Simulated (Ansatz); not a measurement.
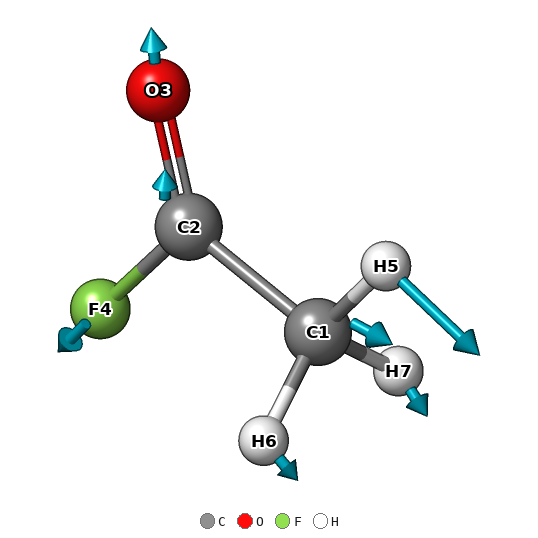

The arrows show one normal mode. Harmonic vibrations computed with RKS PBE0-D4/def2-TZVP (Ansatz 0.2.0) at a stationary point of the same level.

**Estimate its harmonic wavenumber.**

862 cm⁻¹; it is mode 5 of 15 counted from the lowest.
